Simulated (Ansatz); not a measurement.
System: F4H2OSi.

The calculation's input:

```
crystal:
  periodic: [false, false, false]
  atoms:
    - {symbol: Si, position_ang: [-0.488216, -0.162661, -0.327077]}
    - {symbol: F, position_ang: [0.456671, -1.321649, 0.819190]}
    - {symbol: F, position_ang: [0.015002, -1.041843, -1.535354]}
    - {symbol: F, position_ang: [-1.824558, -0.582010, 0.385490]}
    - {symbol: F, position_ang: [-0.986896, 1.118713, -1.147504]}
    - {symbol: H, position_ang: [0.993877, -0.267141, 0.987922]}
    - {symbol: O, position_ang: [0.658463, 0.774834, 0.606250]}
    - {symbol: H, position_ang: [1.175558, 1.481657, 0.211082]}
basis:
  gaussian: {orbitals: def2-TZVPP}
hamiltonian: {xc: pbe0, dispersion: d4}
output: {orbitals: {seedname: orbitals}}
```

Command:

```sh
ansatz run in.yaml --threads 8 --pin off --events-out ev --progress --plain --max-ram 19148MiB
```

A transition-state structure; geometry: PBE0-D4/def2-TZVP.

Level of theory: RKS PBE0-D4/def2-TZVPP in Ansatz 0.2.0.

### What will maps of the electron density and electron localisation function show?

Si–F (1.60 Å): ρ at the midpoint is about 1.2 e/Å³; the ELF peaks at about 0.85 in the valence shell of F, 0.6 Å from its nucleus, and is about 0.50 at the midpoint.
Si–O (1.75 Å): the density is about 0.96 e/Å³ at the midpoint; the ELF peaks at about 0.90 between the atoms, as expected for a polar covalent bond.

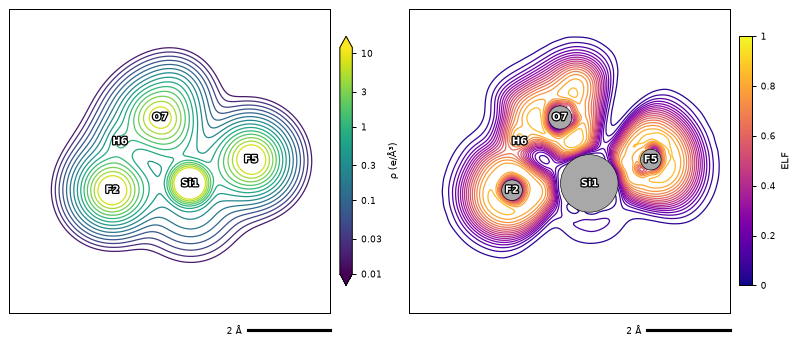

Computed electron density and electron localisation function on the plane of atoms F5, Si1 and O7, in this order. Grey discs cover the atomic cores in the ELF map. 
